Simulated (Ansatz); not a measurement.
**HF/6-311G (sfX2C, accuracy low, paw set gaussian, start density atoms) run of C2H9GeN (Ge(NMe2)H3)**

Aim: the vertical electron affinity of C2H9GeN (Ge(NMe2)H3) at HF/6-311G (sfX2C, accuracy low, paw set gaussian, start density atoms), from 2 runs. 

The calculation is run with Ansatz 0.2.0.

3 further runs of the same task are left out: 1 for a known fault of the program, 2 set aside as unsound or not needed.

**1. The structure to begin with**

C2H9GeN has 13 atoms, charge 0, and is taken as a singlet. SMILES: `[H][Ge]([H])([H])[N](C)C`. The shape comes from GFN2-xTB, which is rough for such elements, and wasn't checked as a minimum.

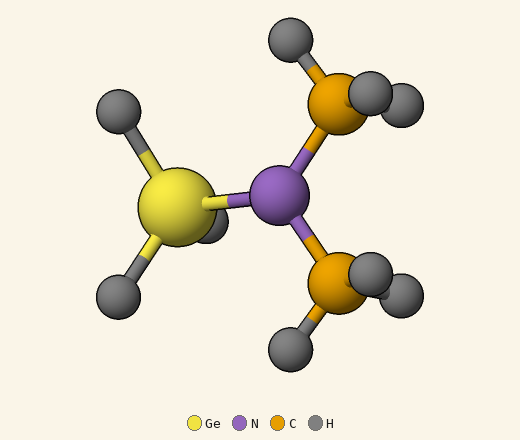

Viewed from a chosen angle; germanium yellow, nitrogen purple, carbon amber, hydrogen grey.

**2. A single-point energy at HF/6-311G (sfX2C, accuracy low, paw set gaussian, start density atoms)**

Input file job.yaml:

```yaml
crystal:
  periodic: [false, false, false]
  atoms:
    - symbol: Ge
      position_ang: [-0.027220, -0.053370, -1.692250]
    - symbol: "N"
      position_ang: [0.142610, 0.261430, 0.093350]
    - symbol: C
      position_ang: [1.077550, -0.526290, 0.866420]
    - symbol: C
      position_ang: [-1.026950, 0.622590, 0.863780]
    - symbol: H
      position_ang: [1.400650, 0.043390, 1.741910]
    - symbol: H
      position_ang: [1.950500, -0.750470, 0.254430]
    - symbol: H
      position_ang: [0.646200, -1.471850, 1.218820]
    - symbol: H
      position_ang: [-1.686050, 1.236270, 0.250830]
    - symbol: H
      position_ang: [-1.590380, -0.251580, 1.214540]
    - symbol: H
      position_ang: [-0.724270, 1.201900, 1.740240]
    - symbol: H
      position_ang: [1.370400, -0.087240, -2.219400]
    - symbol: H
      position_ang: [-0.806760, 1.105560, -2.222870]
    - symbol: H
      position_ang: [-0.726260, -1.330340, -2.109800]
basis:
  gaussian: {orbitals: 6-311G.json}
hamiltonian: {xc: hf, pseudopotentials: {relativity: scalar}}
accuracy: low
output: {orbitals: {seedname: orbitals}}
```

The basis set 6-311G is read from a file made from the Basis Set Exchange's data (not shown).

The run is started by

```
$ ansatz run job.yaml --threads 1 --pin off --max-ram 3480MiB --events-out events.jsonl --progress --plain --runs-dir runs
```

Output:

```text
Warning: RAYON_NUM_THREADS=1 ignored (pool sized by the plan → 1); use --threads N
Functional definition: HF
  name "HF"
  exchange = exact_x
  correlation = 0
1019 factors; integrals over basis functions are off by at most 5.8e-4 eV
mean field evaluation 1: about -60680.9941 eV, gradient 3.0e1 eV
mean field evaluation 2: about -60681.0005 eV, gradient 3.0e1 eV
mean field evaluation 4: about -60683.5011 eV, gradient 4.2e0 eV
mean field evaluation 8: about -60683.5439 eV, gradient 2.7e-4 eV
mean field -60683.54386209 eV, -2230.0791041486 hartree, gradient 1.4e-5 eV, S^2 0.000000; 0 other end points of the search recorded, 0 dependent functions left out
reference -60683.54386209 eV, -2230.0791041486 hartree; 30, 30 occupied and 75, 75 virtual orbitals, 1019 factors
Total energy: -60683.54386209 eV, -2230.0791041486 hartree
Relativity: scalar
```

Run time: 3.3 s. Hardware: 1 thread of Intel Xeon at 2.70GHz, shared host.

**3. The doublet anion at the same level**

job.yaml, as its differences from that of step 2:

```diff
@@ -31,2 +31,4 @@
   gaussian: {orbitals: 6-311G.json}
+total_charge: -1
+magnetization: {spin_polarized: false, initial_magnetization: 1}
 hamiltonian: {xc: hf, pseudopotentials: {relativity: scalar}}
```

The basis set 6-311G is read from a file made from the Basis Set Exchange's data (not shown).

The run is started by

```
$ ansatz run job.yaml --threads 1 --pin off --max-ram 3480MiB --events-out events.jsonl --progress --plain --runs-dir runs
```

Output:

```text
Warning: RAYON_NUM_THREADS=1 ignored (pool sized by the plan → 1); use --threads N
Functional definition: HF
  name "HF"
  exchange = exact_x
  correlation = 0
1019 factors; integrals over basis functions are off by at most 5.8e-4 eV
mean field evaluation 1: about -60678.4658 eV, gradient 2.1e1 eV
mean field evaluation 2: about -60678.4730 eV, gradient 2.1e1 eV
mean field evaluation 4: about -60680.3175 eV, gradient 4.7e0 eV
mean field evaluation 8: about -60680.3688 eV, gradient 1.8e-2 eV
mean field evaluation 16: about -60679.9852 eV, gradient 2.0e0 eV
mean field evaluation 32: about -60680.1574 eV, gradient 1.7e0 eV
mean field evaluation 64: about -60680.3388 eV, gradient 5.4e-1 eV
mean field -60680.36877972 eV, -2229.9624220234 hartree, gradient 2.1e-5 eV, S^2 0.750000; 0 other end points of the search recorded, 0 dependent functions left out
reference -60680.36877972 eV, -2229.9624220234 hartree; 31, 30 occupied and 74, 75 virtual orbitals, 1019 factors
Total energy: -60680.36877972 eV, -2229.9624220234 hartree
Relativity: scalar
```

It took 9.6 s on 1 thread of Intel Xeon at 2.70GHz, shared host.

**4. What came out**

Level: HF/6-311G (sfX2C, accuracy low, paw set gaussian, start density atoms).

| quantity | value |
| --- | --- |
| singlet C2H9GeN: total energy | -2230.07910 Eh |
| singlet C2H9GeN: HOMO energy | -9.29 eV |
| singlet C2H9GeN: LUMO energy | 3.41 eV |
| singlet C2H9GeN: HOMO–LUMO gap | 12.70 eV |
| doublet anion: total energy | -2229.96242 Eh |
| doublet anion: ⟨S²⟩ | 0.750 |
| vertical electron affinity (to the doublet anion) | -3.175 eV |

The anion lies 3.18 eV (306 kJ/mol) above the neutral: the electron isn't bound at this level, and such a value depends on the basis. Without diffuse functions anions come out too high. Hartree–Fock misses the correlation that binds many anions. The accuracy setting (singlet C2H9GeN) is loose, so the last digits carry no meaning. The basis (singlet C2H9GeN) was contracted for non-relativistic atoms, which limits what the relativistic Hamiltonian can do in the core. The accuracy setting (doublet anion) is loose, so the last digits carry no meaning. The HOMO (doublet anion) lies at positive energy, 5.93 eV: the electron is unbound at this level or held by a compact basis; values depend on the basis. The basis (doublet anion) was contracted for non-relativistic atoms, which limits what the relativistic Hamiltonian can do in the core.
